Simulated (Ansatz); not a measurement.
# CH$_{7}$AlBN: what the fields show

Input file:

```
crystal:
  periodic: [false, false, false]
  atoms:
    - { symbol: B, position_ang: [-1.1483, 1.6084, 0.1794] }
    - { symbol: "N", position_ang: [-0.7623, 0.2398, -0.2275] }
    - { symbol: C, position_ang: [0.5369, -0.0314, 0.3089] }
    - { symbol: Al, position_ang: [1.168, -1.908, -0.0846] }
    - { symbol: H, position_ang: [-1.4028, 2.4607, -0.6811] }
    - { symbol: H, position_ang: [-1.3642, 1.9422, 1.3039] }
    - { symbol: H, position_ang: [-0.6599, 0.2318, -1.2665] }
    - { symbol: H, position_ang: [0.6064, 0.0838, 1.4245] }
    - { symbol: H, position_ang: [1.3387, 0.6627, -0.0759] }
    - { symbol: H, position_ang: [1.4487, -2.2698, -1.5743] }
    - { symbol: H, position_ang: [0.3041, -3.077, 0.714] }
magnetization:
  spin_polarized: true
basis:
  gaussian: { orbitals: "6-31G" }
hamiltonian:
  xc: b3lyp
  dispersion: d4
relax:
  f_tol: 0.02
  max_steps: 50
output:
  orbitals: {}
```

Launched as:

```sh
ansatz run input.yaml --threads 1 --pin off --max-ram 2048MiB --backend cpu --events-out ev --progress --plain --runs-dir out
```

The fields are those of the relaxed geometry.

Level of theory: Ansatz 0.2.0, UKS B3LYP-D4/6-31G.

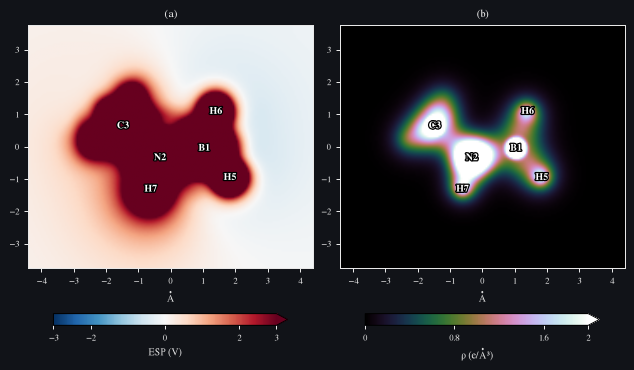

Figure 1. (a) electrostatic potential; (b) electron density on the plane of atoms C3, N2 and H7.

> What do the fields say about this system?

The plane passes through B, N, C and H nuclei.
B–N (1.41 Å): the density is about 1.8 e/Å³ at the midpoint.
C–N (1.51 Å): ρ is about 1.5 e/Å³ halfway.
N–H (1.02 Å): ρ at the midpoint is about 2.7 e/Å³.
B–H (1.19 Å): ρ is about 1.2 e/Å³ halfway.
Outside the dense part of the molecule the potential is most negative (−0.5 V) near H6.

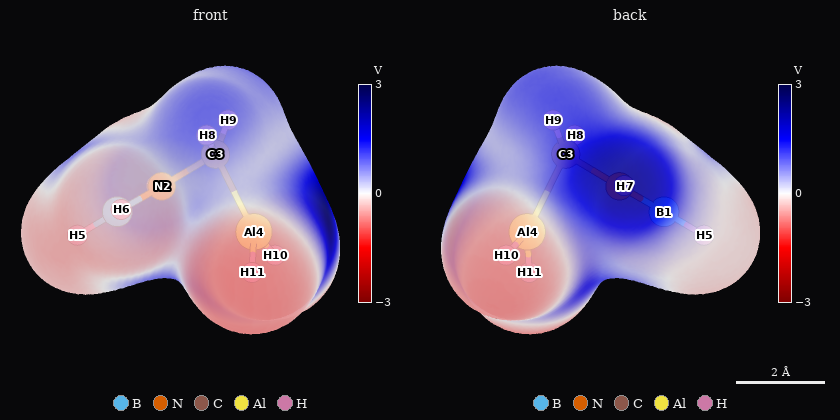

Figure 2. The electrostatic potential painted on the density surface at 0.002 e/bohr³, seen from the front and from behind; the colour scale runs from red (negative) to blue (positive).

> Which sites attract a positive test charge, and which a negative one?

A positive charge is drawn to the negative regions and a negative charge to the positive ones. The most negative region (about −0.7 V) lies over H11, the most positive (about +2.5 V) over Al4.

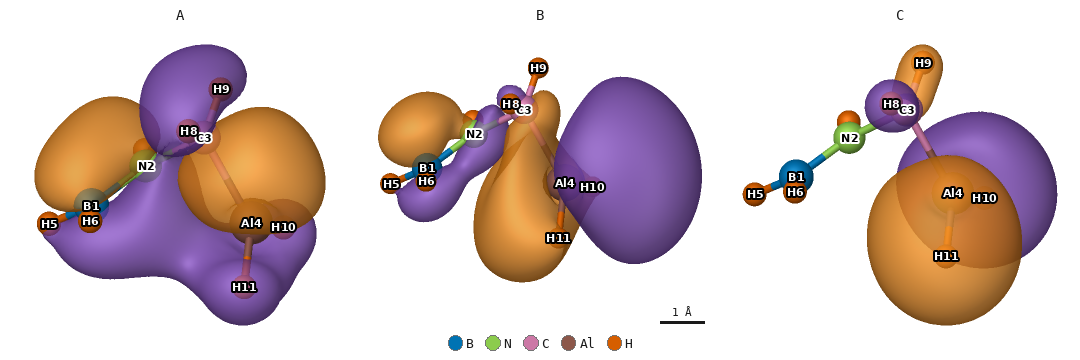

Figure 3. Three frontier orbitals at ±0.06 Å⁻³ᐟ² (orange and purple are the two phases), in no order.

> Order the three orbitals by energy and name them.

C is the HOMO−1 (−8.16 eV). Its weight (Hirshfeld) is mainly on Al4 (about 35 %), H10 (about 30 %) and H11 (about 30 %). A is the HOMO (−6.79 eV). Its weight (Hirshfeld) is mainly on C3 (about 35 %), N2 (about 20 %), Al4 (about 20 %) and B1 (about 10 %). B is the LUMO (−1.02 eV). By Hirshfeld shares it lies mainly on Al4 (about 70 %).

> What is the HOMO–LUMO gap?

5.77 eV between the orbital energies.
